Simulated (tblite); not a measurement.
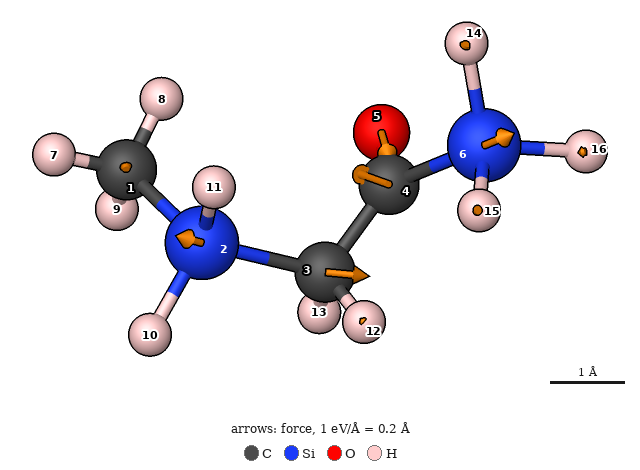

Starting geometry of C3H10OSi2 (charge +1, multiplicity 2) with the computed forces as orange arrows. A ball-and-stick model, seen at a tilt.

Computed with tblite, GFN2-xTB geometry optimisation, gas phase. 

**What follows when this structure is relaxed?**

It isn't relaxed: the largest force vector, on C4, is 5.11 eV/Å. The final displacements have little in common with the starting forces (cosine between the two patterns 0.16). The energy falls by 0.919 eV in 135 geometry steps. The atom that moves furthest after the best rigid fit is O5 (0.94 Å). Largest moves by element: O 0.94 Å, H 0.91 Å, C 0.39 Å, Si 0.25 Å. Some distances before and after: C4–Si6 1.890 → 2.105 Å, Si2–C3 1.850 → 2.023 Å, C3–C4 1.501 → 1.417 Å, C4–O5 1.244 → 1.183 Å. Bond angles that change, for instance: C4–Si6–H16 112.4° → 98.2°, C3–C4–O5 123.0° → 135.6°, C4–Si6–H15 110.0° → 98.3°. Groups turn about C4–Si6 by about 50°.
